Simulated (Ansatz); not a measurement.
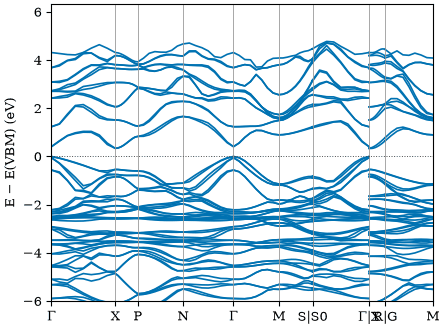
Fig. 1. Band structure from DFT-r²SCAN with spin–orbit coupling in the program Ansatz with PAW potentials

### Question
Read off the gap and where the band edges lie.

### Answer
About 0.3 eV (0.33 eV by a search for the band edges); maximum at Γ, minimum on the X–R line, 10 % of the way from X.

The material is ZnCu₂SiTe₄ in space group I-42m (No. 121; Zn on 2a, Si on 2b, Cu on 4d, Te on 8i).

The workflow started from a Materials Project entry (that database holds measured and hypothetical structures alike); the Crystallography Open Database copy checked does not list it. Its standing as an ambient phase is unchecked. The r²SCAN relaxation kept the symmetry of its start; its stability against distortions is not shown here. The run is not spin-polarised.

Potentials: the later of the program's two PAW sets.
